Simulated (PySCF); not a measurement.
C6H12B2OSi

The calculation's input:

```
{"job": {"kind": "nmr", "xc": "PBE0", "basis": "pcSseg-1"}, "charge": 0, "multiplicity": 1}
B      0.346092     2.722450     0.145167
C      0.692397     1.235313     0.060734
C      2.006696     0.697058     0.159837
C      1.906236    -0.667204     0.145121
Si     3.153137    -2.062531     0.210054
O      0.602941    -1.007887     0.039215
C     -0.147681     0.116612    -0.020182
B     -1.678517    -0.046243    -0.177536
C     -2.538372     0.995524    -0.985569
C     -2.341851    -1.334946     0.447031
H      1.186054     3.513921    -0.051356
H     -0.723445     3.079321     0.452461
H      2.915213     1.259260     0.248261
H      4.478906    -1.462521     0.354254
H      3.070316    -2.841626    -1.028053
H      2.845446    -2.923038     1.354652
H     -2.077235     1.974579    -1.070753
H     -2.662444     0.621632    -2.003088
H     -3.542878     1.115557    -0.585563
H     -3.325886    -1.562511     0.045250
H     -2.464763    -1.188327     1.521289
H     -1.710775    -2.215009     0.337138
```

Launched as:

```sh
OMP_NUM_THREADS=1 python probes_run.py task.json out
```

Geometry: GFN2-xTB.

Method: PySCF 2.14.0, PBE0/pcSseg-1, SCF density, gas phase, non-relativistic.

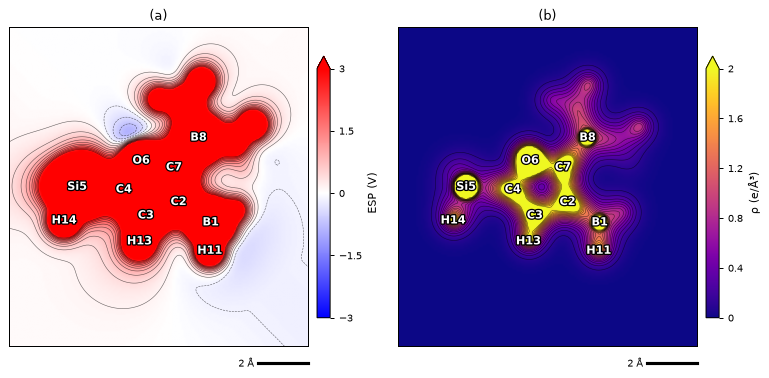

Figure 1. (a) molecular electrostatic potential; (b) total electron density on the plane of atoms C2, C3 and C4.

Describe what can be read from this map.

Atoms in the plane: B, C, Si, O and H. C–O (1.35 Å): the density is about 2.4 e/Å³ at the midpoint, with its minimum of 2 e/Å³ about 0.5 Å from C. C–C (1.37 Å): ρ at the midpoint is about 2.2 e/Å³. C–B (1.53 Å): ρ at the midpoint is about 1.5 e/Å³. C–Si (1.87 Å): ρ at the midpoint is about 0.95 e/Å³. C–H (1.07 Å): ρ is about 2.1 e/Å³ halfway. Outside the dense part of the molecule the potential is most negative (−0.9 V) near O6.

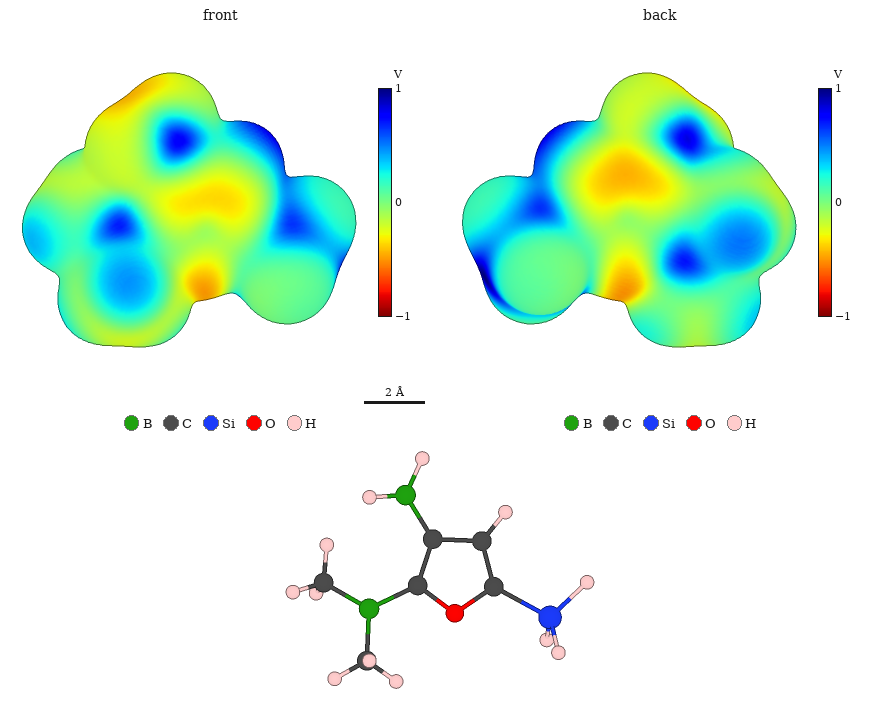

Figure 2. The electrostatic potential painted on the density surface at 0.001 e/bohr³, seen from the front and from behind; red is negative and blue positive. The bare structure is drawn below in the same view.

Describe the electrostatic potential map.

The most negative region (about −0.5 V, or −12 kcal/mol for a unit charge) lies over C2, C3 and O6, the most positive (about +0.8 V, or +18 kcal/mol for a unit charge) over B1 and Si5.

What dipole moment does the calculation give?

Its dipole moment is 0.79 D.
